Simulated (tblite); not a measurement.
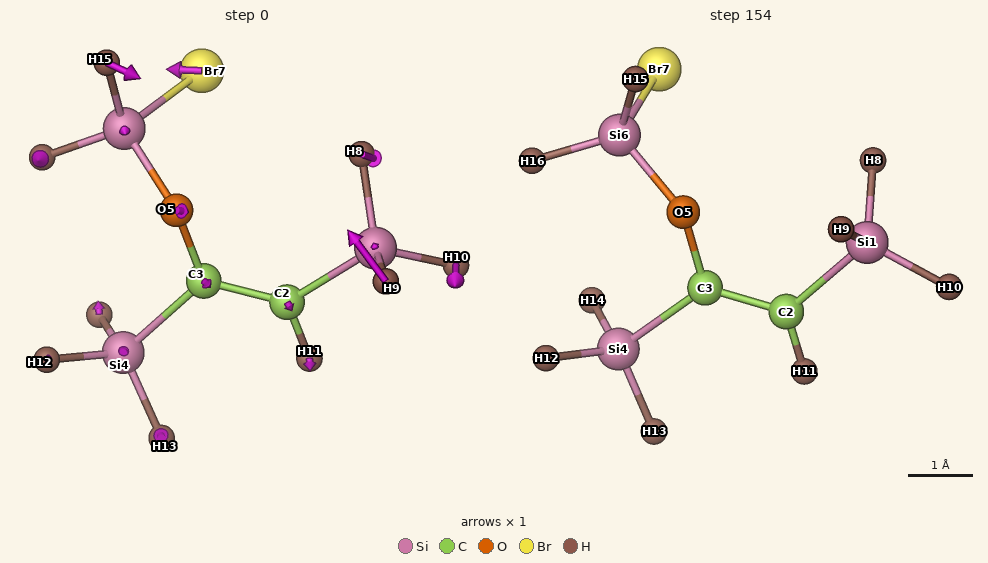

The structure of C$_{2}$H$_{9}$BrOSi$_{3}$ before (left) and after (right) a relaxation, at one scale. The purple arrows give the displacements, at their true length.

A ball-and-stick model, seen at a tilt.

Method: GFN2-xTB geometry optimisation, gas phase in tblite. 

Question: Describe what moved and what it gained.

Answer: The largest move after the best rigid fit is that of H9, 1.02 Å. Largest moves by element: H 1.02 Å, Br 0.59 Å, O 0.31 Å, C 0.18 Å, Si 0.16 Å. Some distances before and after: O5–Si6 1.666 → 1.601 Å, Si1–C2 1.822 → 1.883 Å, Si6–H15 1.489 → 1.445 Å, C3–O5 1.403 → 1.372 Å. Among the angles between lasting bonds that change: C3–O5–Si6 123.2° → 136.6°, Si1–C2–H11 110.6° → 121.1°, H15–Si6–H16 109.0° → 118.1°. Groups turn about Si1–C2 by about 30°, C3–O5 by about 25°. After 154 geometry steps the energy has fallen by 8.42 kcal/mol. The run took 2.6 s on 1 thread of Arm Neoverse N1, with other jobs on the host.
